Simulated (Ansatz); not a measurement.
# Predicting a hybrid from its neighbours: WOF4

WOF4: 6 atoms, total charge 0, spin state singlet. As SMILES, `O=[W](F)(F)(F)F`. The coordinates come from a PBE0-D4/def2-TZVP relaxation.

The HOMO–LUMO gap y, in eV, basis def2-SVP with a core potential; a is the functional's share of exact exchange. Programs: Ansatz 0.2.0.

| functional | program | a | y (eV) |
| --- | --- | --- | --- |
| PBE | Ansatz | 0 | 5.05 |
| BLYP | Ansatz | 0 | 5.02 |
| B3LYP | Ansatz | 0.2 | 7.01 |
| PBE0 | Ansatz | 0.25 | ? |
| BHLYP | Ansatz | 0.5 | 10.12 |

Fit y = c + s·a to the known rows and predict PBE0.


1. Means of the 4 rows: a = 0.1750, y = 6.800.
2. Σ(Δa)² = 0.1675, Σ(Δa·Δy) = 1.702, so the slope is 1.702/0.1675 = 10.161.
3. Intercept: 6.800 − (10.161) × 0.1750 = 5.022. The largest residual of the fit is 0.044.
4. PBE0: 5.022 + (10.161) × 0.25 = 7.56 eV.

The run gave 7.55 eV, so the prediction is off by +0.01 eV, within the scatter of the fit. Exact exchange lowers occupied levels and raises empty ones.

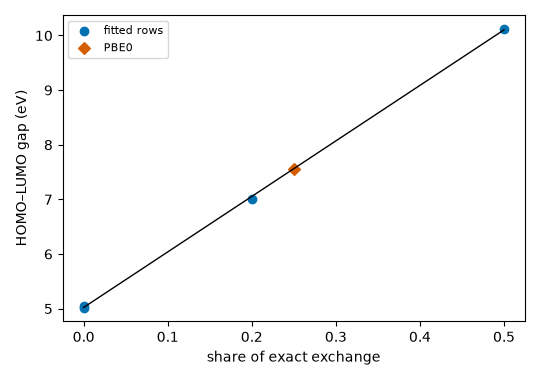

The fitted line, with the withheld row.
